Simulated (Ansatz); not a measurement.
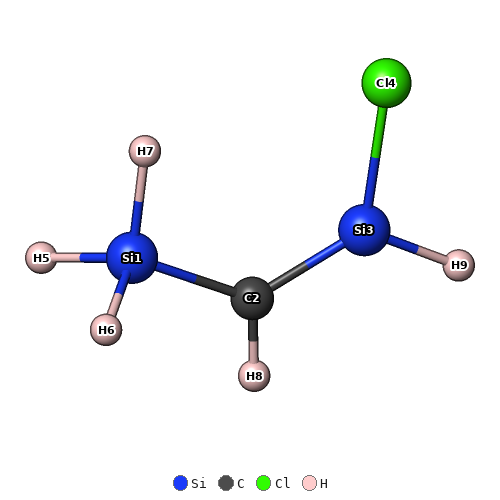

The system is CH5ClSi2, SMILES [SiH3]C=[SiH]Cl; the picture shows the reference structure. Coordinates scanned: (1) umbrella angle at Si3 (between each of its bonds and their common axis; 90 is planar); (2) change of the bonds Si3–C2, Si3–Cl4, Si3–H9, all alike. Nothing is relaxed (all other coordinates rigid). Grid: 11 × 11 points. Points are written as (first, second). Energies are in kJ/mol, from the relaxed molecule at the same level. All numbers below come from RKS B3LYP-D4/def2-SVP in Ansatz.

Its coordinates:

```xyz
9

Si   -0.5379    1.0385   -0.8746
C    -0.5425   -0.2854    0.4235
Si    0.7730   -1.2116    0.9819
Cl    2.6929   -1.0094    0.2742
H    -1.4517    0.6919   -2.0070
H    -1.0062    2.3458   -0.3186
H     0.8403    1.2180   -1.4143
H    -1.4957   -0.5273    0.9135
H     0.7278   -2.2605    2.0214
```

Range: umbrella angle at Si3 (between each of its bonds and their common axis; 90 is planar) from 66.0 to 114.0°; change of the bonds Si3–C2, Si3–Cl4, Si3–H9, all alike from −0.192 to 0.297 Å.

Question: What landscape does the calculation give?

Answer: The lowest grid point is at (90.0°, 0.003 Å), 0.03 kJ/mol from the relaxed molecule at the same level. No other kind of well shows on this grid. The highest grid point, (66.0°, −0.192 Å), lies 340 kJ/mol above the lowest. Round the minimum the two coordinates are nearly uncoupled.

```tsv
second ↓, first →	66.0	70.8	75.6	80.4	85.2	90.0	94.8	99.6	104.4	109.2	114.0
0.297	219	210	205	202	202	202	202	202	205	210	219
0.248	181	168	159	154	152	151	152	154	159	168	181
0.199	146	129	118	110	106	105	106	110	118	129	146
0.150	118	97	82	72	66	64	66	72	82	97	118
0.101	98	73	54	41	34	31	34	41	54	73	98
0.052	90	59	37	21	12	9	12	21	37	59	90
0.003	95	60	33	15	4	0	4	15	33	60	95
−0.045	117	77	46	25	12	8	12	25	46	77	117
−0.094	162	116	81	57	42	37	42	57	81	116	162
−0.143	234	182	143	115	98	93	98	115	143	182	234
−0.192	340	282	238	206	188	182	188	206	238	282	340
```

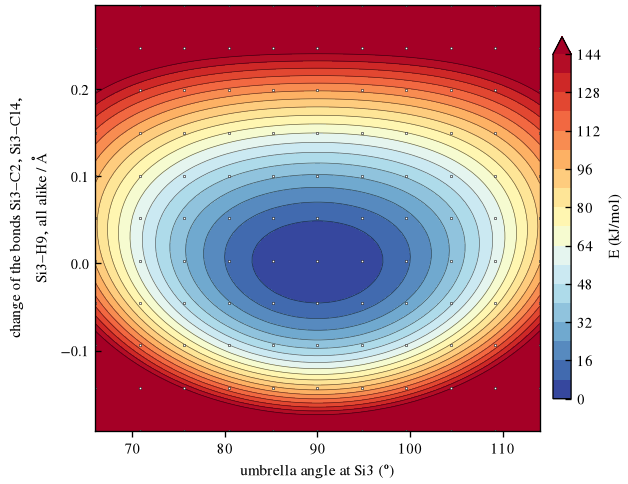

Drawn: filled contours, dots at the grid points, one colour for all values above the top of the scale. Between grid points the surface is interpolated.

Each point was launched as `ansatz run input.yaml --threads 1 --pin off --max-ram 2560MiB --backend cpu --events-out ev --progress --plain --runs-dir out`. Time for the 121 points that were run: 10 min on 1 thread of Arm Neoverse V2, with other jobs on the host.
